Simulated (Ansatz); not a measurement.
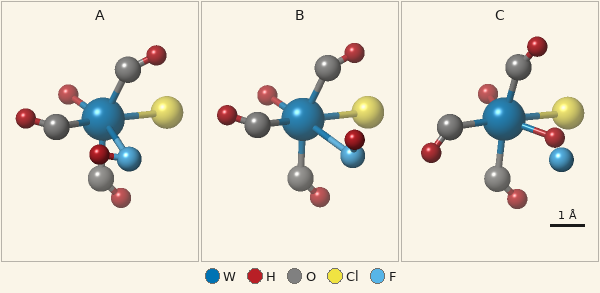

3 geometries from a converged minimum-energy path of WH5O3ClF (multiplicity 2), made up at the start of WH₅O₃Cl and F, shuffled. A ball-and-stick model, seen at a tilt.

Computed with UHF/def2-SVP in Ansatz 0.2.0. Set-up: 5 movable images; climbing image; force threshold 0.05 eV/Å; iteration limit 60; starting path through a guess of the saddle point.

### Which frame is the transition state?

C. In order along the path, whose images run from 0 to 6: C (image 2, +16.7 kJ/mol), B (image 5, −398.1 kJ/mol), A (image 6, −409.1 kJ/mol). A hydrogen atom shifts from one atom to another. Breaking: H–W (1.65 → 2.70 Å). Forming: F–H (2.87 → 0.92 Å).

Limits of the set-up: the start holds two separate molecules, 2.9 Å apart at their closest, whose relative position is a soft coordinate and is computed without a dispersion correction; Hartree-Fock leaves out electron correlation.

The run took 6.5 min on 4 threads of Intel(R) Xeon(R) 6975P-C (Granite Rapids), with other jobs on the host, peak memory 0.54 GiB.
